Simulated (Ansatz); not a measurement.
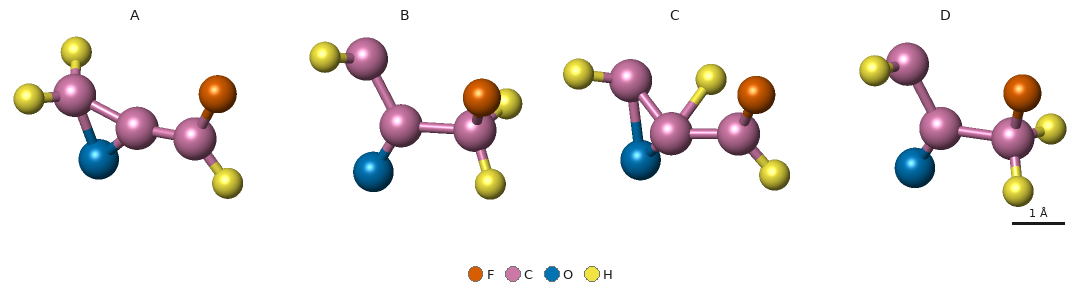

4 geometries from a converged minimum-energy path of C$_{3}$H$_{3}$FO, shuffled. A ball-and-stick model, seen at a tilt.

Theory: Ansatz 0.2.0, RHF/def2-SVP. Settings: 5 movable images; climbing image; force threshold 0.05 eV/Å; iteration limit 60; starting path through a guess of the saddle point.

> One of them is the converged climbing image. Which?

C. In order along the path, whose images run from 0 to 6: A (image 0, 0.0 kJ/mol), C (image 3, +506.3 kJ/mol), B (image 5, +119.2 kJ/mol), D (image 6, +109.7 kJ/mol). Breaking: C–H (1.08 → 3.11 Å), C–O (1.43 → 2.32 Å). Forming: C–H (3.33 → 1.09 Å).

The run took 2.2 min on 1 thread of Arm Neoverse V1, on a shared host, peak memory 0.26 GiB.
